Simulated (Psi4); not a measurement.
**[NH2]− (SMILES [NH2-]): levels of theory compared**

Aim: a comparison of 6 runs (HF/STO-3G, HF/3-21G, DSD-PBEP86/aug-cc-pVTZ, PBE/aug-cc-pVTZ, wB97X-V/aug-cc-pVTZ, MP2/aug-cc-pVTZ) of [NH2]−. 

Program for the calculation: Psi4 1.11.

5 further runs of the same task are left out: 2 that didn't finish, 3 set aside as unsound or not needed.

**1. The system as given**

[NH2]− has 3 atoms, charge -1, and is taken as a singlet. SMILES: `[NH2-]`. One bond was lengthened or shortened from a relaxed shape.

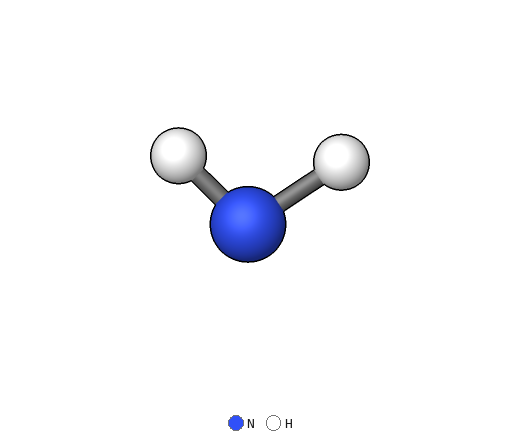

Viewed from a chosen angle; nitrogen blue, hydrogen white.

**2. Energy and gradient at HF/STO-3G (run 1)**

h2n.py

```python
import psi4

psi4.set_memory(1600000000)
psi4.set_num_threads(1)
psi4.core.set_output_file('h2n.out', False)

m = psi4.geometry("""
-1 1
N      0.70808794    -0.66825818     0.32239673
H      0.23716063     1.51404857     0.29479728
H     -0.82240125    -1.41507794    -0.60999414
units bohr
symmetry c1
no_reorient
no_com
""")

psi4.set_options({
    'basis': 'STO-3G',
    'reference': 'rhf',
    'puream': True,
    'e_convergence': 1e-09,
    'd_convergence': 1e-08,
    'scf_type': 'pk',
})

energy_value, wavefunction = psi4.gradient("hf", return_wfn=True)
psi4.oeprop(wavefunction, "DIPOLE", "MULLIKEN_CHARGES", "QUADRUPOLE")
print('gradient / Eh bohr^-1')
print(energy_value.np.round(6))
print(f'energy = {wavefunction.energy():.10f} Eh')
for k, v in sorted(psi4.core.scalar_variables().items()):
    print(f'{k:45s} {v:18.10f}')
```

Launch:

```sh
$ python h2n.py
```

h2n.out:

```text
[...]
  Running in c1 symmetry.
[...]
  Nuclear repulsion =    7.048926981147347
[...]
  Multiplicity = 1
[...]
  Nalpha       = 5
  Nbeta        = 5
[...]
    Number of basis functions: 7
[...]
   @RHF iter   1:   -54.43612755744739   -7.33991e-01   5.73453e-02 DIIS/ADIIS
[...]
   @RHF iter   9:   -54.57257030784294   -7.10543e-15   2.04188e-10 DIIS
[...]
    Orbital Energies [Eh]
    ---------------------
    Doubly Occupied:
       1A    -14.647848     2A     -0.526594     3A     -0.064242
       4A      0.100986     5A      0.183785
[...]
  @RHF Final Energy:   -54.57257030784294
   => Energetics <=
    Nuclear Repulsion Energy =              7.0489269811473472
    One-Electron Energy =                 -93.3351694644715479
    Two-Electron Energy =                  31.7136721754812569
    Total Energy =                        -54.5725703078429447
[...]
  -Total Gradient:
     Atom            X                  Y                   Z
    ------   -----------------  -----------------  -----------------
       1       -0.047210006294    -0.061017879578    -0.032843738501
       2        0.003245192454     0.063833382477     0.008668705766
       3        0.043964813841    -0.002815502899     0.024175032735
[...]
 Multipole Moments:
 ------------------------------------------------------------------------------------
     Multipole            Electronic (a.u.)      Nuclear  (a.u.)        Total (a.u.)
 ------------------------------------------------------------------------------------
 L = 1.  Multiply by 2.5417464519 to convert [e a0] to [Debye]
 Dipole X            :         -5.1873506            4.3713750           -0.8159757
 Dipole Y            :          5.1028303           -4.5788366            0.5239937
 Dipole Z            :         -2.3395522            1.9415803           -0.3979720
 Magnitude           :                                                    1.0482211
 L = 2.  Multiply by 1.3450342976 to convert [e a0^2] to [Debye ang]
 Quadrupole XX       :        -10.6301291            4.2423087           -6.3878204
 Quadrupole XY       :          2.3295346           -1.7894643            0.5400702
[...]
  Mulliken Charges: (a.u.)
   Center  Symbol    Alpha    Beta     Spin     Total
       1     N     3.83969  3.83969  0.00000 -0.67937
       2     H     0.60347  0.60347  0.00000 -0.20693
       3     H     0.55685  0.55685  0.00000 -0.11370
   Total alpha =  5.00000, Total beta =  5.00000, Total charge = -1.00000
```

Standard output:

```text
gradient / Eh bohr^-1
[[-0.04721  -0.061018 -0.032844]
 [ 0.003245  0.063833  0.008669]
 [ 0.043965 -0.002816  0.024175]]
energy = -54.5725703078 Eh
CURRENT ENERGY                                    -54.5725703078
CURRENT REFERENCE ENERGY                          -54.5725703078
DD SOLVATION ENERGY                                 0.0000000000
HF KINETIC ENERGY                                  55.9227272157
HF POTENTIAL ENERGY                              -110.4952975235
HF TOTAL ENERGY                                   -54.5725703078
HF VIRIAL RATIO                                     1.9758567406
NUCLEAR REPULSION ENERGY                            7.0489269811
ONE-ELECTRON ENERGY                               -93.3351694645
PCM POLARIZATION ENERGY                             0.0000000000
PE ENERGY                                           0.0000000000
SCF ITERATION ENERGY                              -54.5725703078
SCF ITERATIONS                                      9.0000000000
SCF TOTAL ENERGY                                  -54.5725703078
TWO-ELECTRON ENERGY                                31.7136721755
```

Run time: 4.5 s. Hardware: 1 thread of Intel Xeon at 2.50GHz (Skylake/Cascade Lake), shared host; peak memory 0.18 GiB.

**3. Energy and forces at HF/3-21G (run 2)**

calc.in

```
memory 1.6 GB

molecule molecule1 {
  -1 1
  N      0.374704    -0.353627     0.170605
  H      0.125500     0.801200     0.156000
  H     -0.435196    -0.748827    -0.322795
  units angstrom
  symmetry c1
}

set basis 3-21G
set puream true
set e_convergence 1e-09
set d_convergence 1e-08
set scf_type pk

e_tot, wfn = gradient('hf', return_wfn=True)
oeprop(wfn, 'DIPOLE', 'QUADRUPOLE', 'MAYER_INDICES')
```

Launch:

```sh
$ psi4 -i calc.in -o calc.out -n 1
```

calc.out:

```text
[...]
  Running in c1 symmetry.
[...]
  Nuclear repulsion =    7.048926975365097
[...]
  Multiplicity = 1
[...]
  Nalpha       = 5
  Nbeta        = 5
[...]
    Number of basis functions: 13
[...]
   @RHF iter   1:   -54.95526377396972   -4.84711e-01   4.42792e-02 ADIIS/DIIS
[...]
   @RHF iter  10:   -55.12880095581737   -2.03926e-12   9.27745e-09 DIIS
[...]
    Orbital Energies [Eh]
    ---------------------
    Doubly Occupied:
       1A    -15.033130     2A     -0.656662     3A     -0.181910
       4A     -0.042967     5A      0.021098
[...]
  @RHF Final Energy:   -55.12880095581737
   => Energetics <=
    Nuclear Repulsion Energy =              7.0489269753650969
    One-Electron Energy =                 -92.5683141404152252
    Two-Electron Energy =                  30.3905862092327652
    Total Energy =                        -55.1288009558173684
[...]
  -Total Gradient:
     Atom            X                  Y                   Z
    ------   -----------------  -----------------  -----------------
       1       -0.025890336462    -0.046118217470    -0.000000000000
       2        0.000507819161     0.047339559121     0.000000000000
       3        0.025382517301    -0.001221341651     0.000000000000
[...]
 Multipole Moments:
 ------------------------------------------------------------------------------------
     Multipole            Electronic (a.u.)      Nuclear  (a.u.)        Total (a.u.)
 ------------------------------------------------------------------------------------
 L = 1.  Multiply by 2.5417464519 to convert [e a0] to [Debye]
 Dipole X            :          0.5022213           -0.9610595           -0.4588382
 Dipole Y            :         -0.6260059            0.6253987           -0.0006072
 Dipole Z            :         -0.0000000            0.0000000           -0.0000000
 Magnitude           :                                                    0.4588386
 L = 2.  Multiply by 1.3450342976 to convert [e a0^2] to [Debye ang]
 Quadrupole XX       :         -9.6697367            2.9445268           -6.7252099
 Quadrupole XY       :         -0.4122900            0.7001271            0.2878372
[...]
```

It took 4.2 s on 1 thread of Intel Xeon at 2.50GHz (Skylake/Cascade Lake), shared host; peak memory 0.18 GiB.

Run 3 isn't shown in full; the table further down has it.

**4. A single-point energy at PBE/aug-cc-pVTZ (run 4)**

h2n.xyz

```xyz
3
H2N
N      0.374704    -0.353627     0.170605
H      0.125500     0.801200     0.156000
H     -0.435196    -0.748827    -0.322795
```

run.py

```python
import psi4

psi4.set_memory('1600 MB')
psi4.set_num_threads(1)
psi4.set_output_file('h2n.out', False)

with open('h2n.xyz') as f:
    atoms = ''.join(f.readlines()[2:])
mol = psi4.geometry('-1 1\n' + atoms + 'symmetry c1\nno_reorient\nno_com')

psi4.set_options({
    'basis': 'aug-cc-pVTZ',
    'puream': True,
    'e_convergence': 1e-09,
    'd_convergence': 1e-08,
    'scf_type': 'pk',
    'dft_radial_points': 99,
    'dft_spherical_points': 590,
})

result, w = psi4.energy('pbe', molecule=mol, return_wfn=True)
psi4.oeprop(w, 'WIBERG_LOWDIN_INDICES', 'QUADRUPOLE', 'DIPOLE', title='PBE')
print(f'pbe energy: {result:.10f} Eh')
for k, v in sorted(psi4.core.scalar_variables().items()):
    print(f'{k:45s} {v:18.10f}')
```

Launch:

```sh
$ python run.py
```

h2n.out:

```text
[...]
  Running in c1 symmetry.
[...]
  Nuclear repulsion =    7.048926975365095
[...]
  Multiplicity = 1
[...]
  Nalpha       = 5
  Nbeta        = 5
[...]
    Number of basis functions: 92
[...]
   @RKS iter   1:   -55.25948817124035    1.17503e-01   1.21744e-02 ADIIS/DIIS
[...]
   @RKS iter  11:   -55.85082654898626   -3.48166e-12   7.76552e-09 DIIS
[...]
    Orbital Energies [Eh]
    ---------------------
    Doubly Occupied:
       1A    -13.686735     2A     -0.416722     3A     -0.094183
       4A      0.022218     5A      0.093142
[...]
  @RKS Final Energy:   -55.85082654898626
   => Energetics <=
    Nuclear Repulsion Energy =              7.0489269753650952
    One-Electron Energy =                 -92.1667998502074397
    Two-Electron Energy =                  36.9140765250638623
    DFT Exchange-Correlation Energy =      -7.6470301992077712
    Empirical Dispersion Energy =           0.0000000000000000
    VV10 Nonlocal Energy =                  0.0000000000000000
    Total Energy =                        -55.8508265489862552
[...]
 Multipole Moments:
 ------------------------------------------------------------------------------------
     Multipole            Electronic (a.u.)      Nuclear  (a.u.)        Total (a.u.)
 ------------------------------------------------------------------------------------
 L = 1.  Multiply by 2.5417464519 to convert [e a0] to [Debye]
 Dipole X            :         -5.3081713            4.3713749           -0.9367963
 Dipole Y            :          5.2666484           -4.5788366            0.6878118
 Dipole Z            :         -2.3892098            1.9415802           -0.4476296
 Magnitude           :                                                    1.2454094
 L = 2.  Multiply by 1.3450342976 to convert [e a0^2] to [Debye ang]
 Quadrupole XX       :        -14.9054532            4.2423087          -10.6631446
 Quadrupole XY       :          2.9038411           -1.7894643            1.1143768
[...]
```

Standard output:

```text
pbe energy: -55.8508265490 Eh
CURRENT ENERGY                                    -55.8508265490
CURRENT REFERENCE ENERGY                          -55.8508265490
DD SOLVATION ENERGY                                 0.0000000000
DFT FUNCTIONAL TOTAL ENERGY                       -55.8508265490
DFT TOTAL ENERGY                                  -55.8508265490
DFT VV10 ENERGY                                     0.0000000000
DFT XC ENERGY                                      -7.6470301992
GRID ELECTRONS ALPHA                                5.0000001779
GRID ELECTRONS BETA                                 5.0000001779
GRID ELECTRONS TOTAL                               10.0000003557
NUCLEAR REPULSION ENERGY                            7.0489269754
ONE-ELECTRON ENERGY                               -92.1667998502
PCM POLARIZATION ENERGY                             0.0000000000
PE ENERGY                                           0.0000000000
SCF ITERATION ENERGY                              -55.8508265490
SCF ITERATIONS                                     11.0000000000
SCF TOTAL ENERGY                                  -55.8508265490
TWO-ELECTRON ENERGY                                36.9140765251
XC GRID RADIAL POINTS                              99.0000000000
XC GRID SPHERICAL POINTS                          590.0000000000
XC GRID TOTAL POINTS                           171533.0000000000
```

Wall time 21 s (1 thread of Intel Xeon at 2.50GHz (Skylake/Cascade Lake), shared host); peak memory 0.82 GiB.

Run 5 isn't shown in full; the table further down has it.

**5. A single-point energy at MP2/aug-cc-pVTZ (run 6)**

job.py

```python
import psi4

psi4.set_memory(1600000000)
psi4.set_num_threads(1)
psi4.set_output_file('psi4.out', False)

molecule = psi4.geometry("""
-1 1
N      0.374704    -0.353627     0.170605
H      0.125500     0.801200     0.156000
H     -0.435196    -0.748827    -0.322795
symmetry c1
no_reorient
no_com
""")

psi4.set_options({
    'reference': 'rhf',
    'puream': True,
    'e_convergence': 1e-09,
    'd_convergence': 1e-08,
    'scf_type': 'pk',
    'num_frozen_docc': 1,
    'mp2_type': 'conv',
})

E = psi4.energy("mp2/aug-cc-pVTZ")
print(f'mp2/aug-cc-pVTZ energy: {E:.10f} Eh')
```

Launch:

```sh
$ python job.py
```

psi4.out:

```text
[...]
  Running in c1 symmetry.
[...]
  Nuclear repulsion =    7.048926975365095
[...]
  Multiplicity = 1
[...]
  Nalpha       = 5
  Nbeta        = 5
[...]
    Number of basis functions: 92
[...]
   @RHF iter   1:   -55.30247679098210   -5.52858e-01   7.22768e-03 ADIIS/DIIS
[...]
   @RHF iter  12:   -55.53283618423630   -3.83693e-12   3.21459e-09 DIIS
[...]
    Orbital Energies [Eh]
    ---------------------
    Doubly Occupied:
       1A    -15.248019     2A     -0.739456     3A     -0.266290
       4A     -0.141136     5A     -0.055344
[...]
  @RHF Final Energy:   -55.53283618423630
   => Energetics <=
    Nuclear Repulsion Energy =              7.0489269753650952
    One-Electron Energy =                 -92.2630367872903179
    Two-Electron Energy =                  29.6812736276889311
    Total Energy =                        -55.5328361842362952
[...]
 Multipole Moments:
 ------------------------------------------------------------------------------------
     Multipole            Electronic (a.u.)      Nuclear  (a.u.)        Total (a.u.)
 ------------------------------------------------------------------------------------
 L = 1.  Multiply by 2.5417464519 to convert [e a0] to [Debye]
 Dipole X            :         -5.3743757            4.3713749           -1.0030008
 Dipole Y            :          5.2825258           -4.5788366            0.7036891
 Dipole Z            :         -2.4243628            1.9415802           -0.4827826
 Magnitude           :                                                    1.3169161
[...]
	SCS-MP2 Total Energy (a.u.)        :   -55.79534478988932
	SOS-MP2 Total Energy (a.u.)        :   -55.79461639043159
	SCSN-MP2 Total Energy (a.u.)       :   -55.64300517096623
[...]
	SOS-PI-MP2 Total Energy (a.u.)     :   -55.81475332936969
[...]
	MP2 Total Energy (a.u.)            :   -55.79680158880475
[...]
```

Standard output:

```text
mp2/aug-cc-pVTZ energy: -55.7968015888 Eh
```

Wall time 16 s (1 thread of Intel Xeon at 2.50GHz (Skylake/Cascade Lake), shared host); peak memory 0.48 GiB.

**6. Overview of the runs**

| run | level | task | frozen core orbitals | energy (Eh) | HOMO energy (eV) | LUMO energy (eV) | HOMO–LUMO gap (eV) | wall time |
| --- | --- | --- | --- | --- | --- | --- | --- | --- |
| 1 | HF/STO-3G | gradient | 0 | -54.572570 | 5.00 | 27.50 | 22.50 | 4.5 s |
| 2 | HF/3-21G | gradient | 0 | -55.128801 | 0.57 | 15.81 | 15.24 | 4.2 s |
| 3 | DSD-PBEP86/aug-cc-pVTZ (density fitting for correlation) | energy | 1 | -55.823149 | -0.47 | 4.20 | 4.68 | 20 s |
| 4 | PBE/aug-cc-pVTZ | energy | 0 | -55.850827 | 2.53 | 3.32 | 0.79 | 21 s |
| 5 | wB97X-V/aug-cc-pVTZ | energy | 0 | -55.889786 | -0.89 | 4.53 | 5.42 | 73 s |
| 6 | MP2/aug-cc-pVTZ | energy | 1 | -55.796802 | -1.51 | 4.50 | 6.01 | 16 s |

**7. Outcome**

```
                                                    quantity         value
                                         run 6: total energy  -55.79680 Eh
                  run 6: HOMO energy (Hartree–Fock orbitals)      -1.51 eV
                  run 6: LUMO energy (Hartree–Fock orbitals)       4.50 eV
run 6: HOMO–LUMO gap (to an unbound level, set by the basis)       6.01 eV
           run 6: correlation energy (1 core orbital frozen)    -264.0 mEh
```

Over runs 1, 2, 3, 4, 5 the HOMO–LUMO gap runs from 0.79 eV (PBE/aug-cc-pVTZ) to 22.50 eV (HF/STO-3G). The two ends differ in method and basis. The empty levels of an anion lie above zero and hang on the basis. Totals of different functionals can't be ranked against each other. In runs 1, 2, 4 the HOMO lies above zero, so the outermost electron may be held by the basis alone. In run 1 the basis is minimal, so the values are rough. All runs together took 2.3 min, the longest 73 s.
